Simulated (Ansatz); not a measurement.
# TiGa4: relaxing a made-up structure, part 2 of 2

Starting from a made-up structure for TiGa4, the aim is the relaxed cell, its shortest contacts and, where a second run follows, its electronic structure.

Ansatz 0.2.0; DFT, PBEsol, plane-wave PAW, files of the set soft_1, scalar-relativistic, no spin, cell and ions relaxed at zero pressure; PAW set soft_1 (the session's first sound run).

So far: The structure; Relaxation of the guess. The relaxed cell has a = 5.907 Å (conventional setting).

## (3) Bands of the relaxed cell

With the geometry fixed, one more self-consistent run, with a narrower smearing and the mesh shown in its input, gives the bands, and its pressure, and its forces where symmetry allows any, show how far the geometry depends on these settings.

This step: DFT, PBEsol, plane-wave PAW, files of the set soft_1, scalar-relativistic, no spin, bands and density of states at the relaxed cell; PAW set soft_1 (Ansatz 0.2.0).

input.yaml

```yaml
crystal:
  lattice:
    - [-2.9535709965, 2.9535709965, 2.9535709965]
    - [2.9535709965, -2.9535709965, 2.9535709965]
    - [2.9535709965, 2.9535709965, -2.9535709965]
  atoms:
    - { symbol: Ga, position: [0.5, 0.5, 0.5] }
    - { symbol: Ga, position: [0.5, 0.0, 0.0] }
    - { symbol: Ga, position: [0.0, 0.5, 0.0] }
    - { symbol: Ga, position: [0.0, 0.0, 0.5] }
    - { symbol: Ti, position: [0.0, 0.0, 0.0] }
kpoints:
  mp_grid: { grid: [8, 8, 8] }
  band_path:
    path:
      - [[0.0, 0.0, 0.0], [0.5, -0.5, 0.5], [0.0, 0.0, 0.5], [0.0, 0.0, 0.0], [0.25, 0.25, 0.25], [0.5, -0.5, 0.5]]
      - [[0.25, 0.25, 0.25], [0.0, 0.0, 0.5]]
    npoints: 13
scf:
  occupations: { method: fermi_dirac, width: 0.03 }
  n_extra_bands: 9
hamiltonian:
  xc: pbesol
  pseudopotentials: { kind: paw, azcp: { folder: soft_1 }, xc_functional: pbe }
output:
  forces: true
  stress: true
  write_bands: true
  dos: { projected: true }
  write_density: true
  write_potential: true
  elf: true
  volumetric_format: npy
```

Run with:

```sh
$ ansatz run input.yaml --threads 4 --pin off --max-ram 8192MiB --backend cpu --events-out ev --progress --plain --runs-dir out
```

Numbers of over 12 decimals in the logs are rounded to 6 here.

What it wrote:

```text
[...]
Crystal: 5 atoms, lattice volume = 103.063 Å³
Basis set: ecut = 420 eV, 1985 PW (Γ), exchange–correlation on 72×72×72 points (8 copies of the dense FFT grid, shifted against one another)
Bands: 41, of which v1, the nominal top of the filled ones, is band 32 counted from 1 (31 counted from 0)
Symmetry: 48 space group operations
[...]
k-points: 29 of 512
[...]
SCF iter   1: F=—  HF=-17449.957253 eV  |F-HF|=—  |Δ(HF+E_count)|=         —  Δρ=1.02e-1  dr2=2.71e1  ethr=3.10e-3  ⟨swp⟩=5.4  Hψ=4055  notcnv=0
[...]
SCF iter  10: F=-17446.624822 eV  HF=-17446.624822 eV  |F-HF|=9.03e-9  |Δ(HF+E_count)|=   3.12e-7  Δρ=3.95e-6  dr2=2.45e-8  ethr=1.56e-10  ⟨swp⟩=12.0  Hψ=8012  notcnv=0
SCF 1 converged in 10 iterations: F = -17446.624822 eV  dr2 = 2.45e-8
[...]
NSCF: frozen V_eff on 80 k-points
SCF converged after 10 iterations
Free energy (F): -17446.624822 eV
[...]
Internal energy: -17446.609222 eV  (E = F + TS)
E sigma→0 (E₀):  -17446.617022 eV
Entropy (-TS):   -0.015600 eV (-3.120 meV/atom)
Fermi energy:    7.988002 eV
[...]
--- Stress (GPa, compression-positive) ---
       -0.028999      -0.000000       0.000000
       -0.000000      -0.028999       0.000000
        0.000000       0.000000      -0.028999
  P = ⅓ Tr σ = -0.0290 GPa (-0.290 kbar)
--- Band table (eV; the first three rows and the last of 29) ---
  k-point 0: bands = [... 28 lower, 7.4749, 7.4749, 7.4749, 7.9870, 7.9870, 7.9870, 9.1306, 9.1306, ... 5 higher]
  k-point 1: bands = [... 28 lower, 7.2283, 7.4563, 7.5852, 7.8160, 7.9165, 8.4356, 9.3069, 9.5895, ... 5 higher]
  k-point 2: bands = [... 28 lower, 6.7347, 7.2846, 7.7986, 7.8194, 8.0052, 9.5033, 9.6188, 10.2549, ... 5 higher]
  k-point 28: bands = [... 28 lower, 4.8062, 4.8062, 7.4497, 7.4497, 7.4497, 9.3616, 10.8381, 10.8381, ... 5 higher]
```

Wall time 4.2 s (4 threads of Arm Neoverse V2, shared host); peak memory 0.5 GiB; 15 s of CPU time.

Numbers from this step:

- free energy: -17446.6248 eV
- energy at zero smearing: -17446.6170 eV
- smearing term TS: 0.01560 eV
- Fermi energy: 7.988 eV
- pressure: -0.02900 GPa

bands.tsv at the labelled points (eV, zero at the Fermi level; the bands that come nearest the Fermi level along the path):

```tsv
point	band 29	band 30	band 31	band 32	band 33	band 34	band 35	band 36
Γ	-0.51	-0.51	-0.51	0.00	0.00	0.00	1.14	1.14
H	-3.18	-3.18	-0.54	-0.54	-0.54	1.37	2.85	2.85
N	-1.78	-0.97	0.00	0.15	0.35	1.98	2.88	3.05
Γ	-0.51	-0.51	-0.51	0.00	0.00	0.00	1.14	1.14
P	0.20	0.20	0.20	0.54	0.54	3.30	3.30	3.30
H	-3.18	-3.18	-0.54	-0.54	-0.54	1.37	2.85	2.85
P	0.20	0.20	0.20	0.54	0.54	3.30	3.30	3.30
N	-1.78	-0.97	0.00	0.15	0.35	1.98	2.88	3.05
```

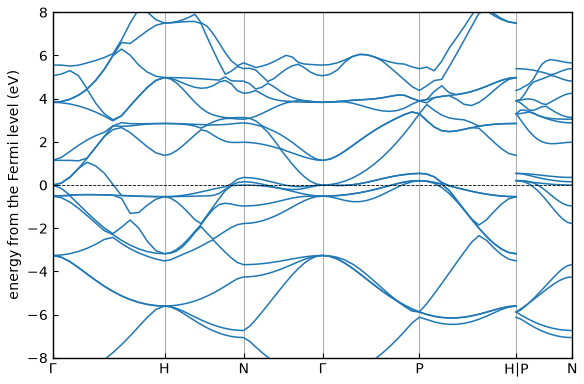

Bands along the path. 24 bands lie wholly below the window drawn.

States per cell as run, both spins, in windows of 1 eV, from dos.tsv (zero at the Fermi level):

```csv
from,to,total
-8,-7,1.00
-7,-6,1.11
-6,-5,1.97
-5,-4,1.65
-4,-3,1.25
-3,-2,1.15
-2,-1,1.99
-1,0,5.43
0,1,2.13
1,2,1.23
2,3,3.98
3,4,3.81
4,5,2.44
```

Below -8 eV lie 48.4 more states.

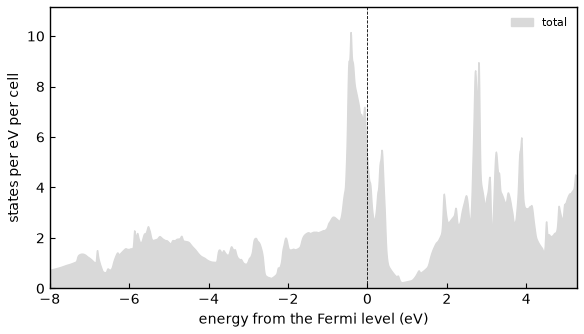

Total density of states, smoothed over about 0.04 eV.

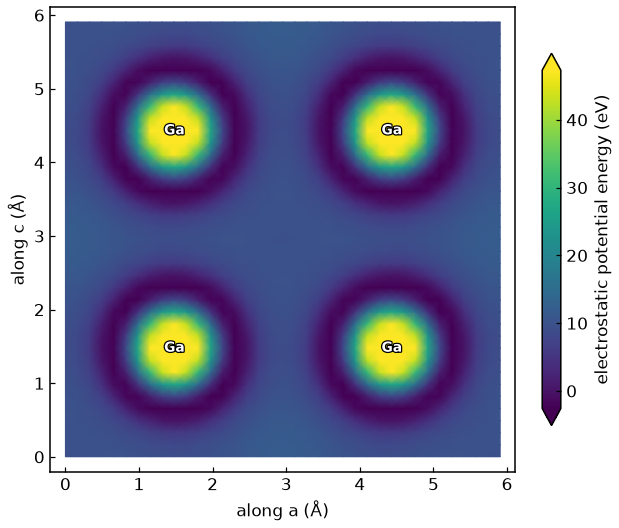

Electrostatic potential energy in the ac plane of the conventional cell at fractional y = 0.250, with atoms of Ga within 0.2 Å of it. With pseudopotentials it is smooth inside the atoms' cores, unlike the true potential.

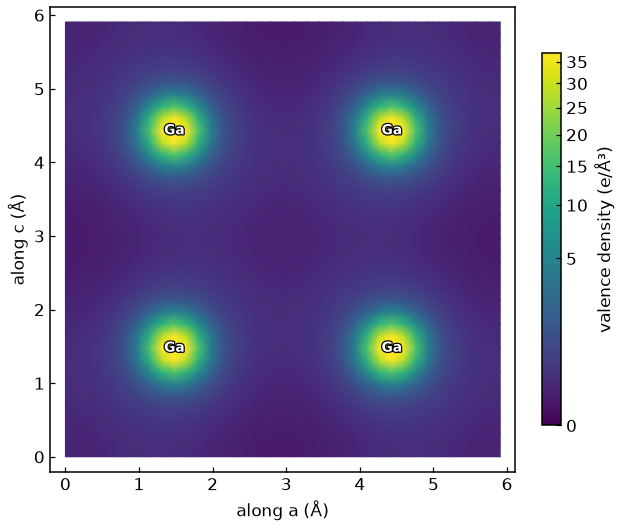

Valence density in the ac plane of the conventional cell at fractional y = 0.250, with atoms of Ga within 0.2 Å of it. It is the smooth field of the valence electrons, not physical close to the nuclei. The colour scale is stretched toward low values.

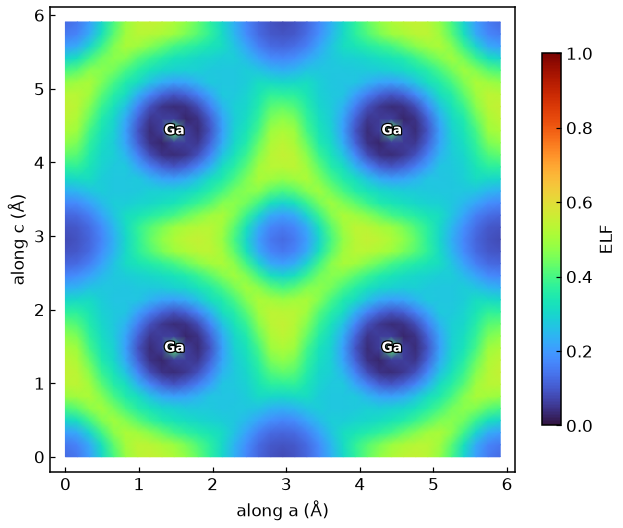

ELF in the ac plane of the conventional cell at fractional y = 0.250, with atoms of Ga within 0.2 Å of it. It is the smooth field of the valence electrons, not physical close to the nuclei.

## (4) Summary of results

| Quantity | Value |
| --- | --- |
| space group, relaxed | Im-3m |
| conventional cell | a = 5.907, b = 5.907, c = 5.907 Å; α = 90.0°, β = 90.0°, γ = 90.0° |
| volume per atom | 20.61 Å³ (guess 18.47) |

What this shows: TiGa4 relaxes to Im-3m with a = 5.907, b = 5.907 and c = 5.907 Å. The guessed volume was 10 % too small. The space group Im-3m was held in the relaxation, so the end point is a stationary structure within it and may be a saddle against distortions or other arrangements. Bands cross the Fermi level, so it is a metal or semimetal at this level. On the 8×8×8 mesh with the narrower smearing (relaxed on 7×7×7) the forces vanish, as symmetry may demand, and the largest stress component is 0.029 GPa, within the relaxation's thresholds of 0.015 eV/Å and 0.05 GPa. The cutoff wasn't tested. No dispersion term is used, so weakly bound directions may come out too long. The runs have no spin, and magnetism wasn't tested. Nothing here tests whether the compound is stable against decomposition.

[Logs are printed without paths, hosts, clocks, repeated set-up lines and the standing remarks that a program may print on its own settings, such as how far it seeks lower states.]

[Hosts, paths, dates, database ids (printed as entryN), source tags and the programs' standing remarks are cut or masked in the printed files.]
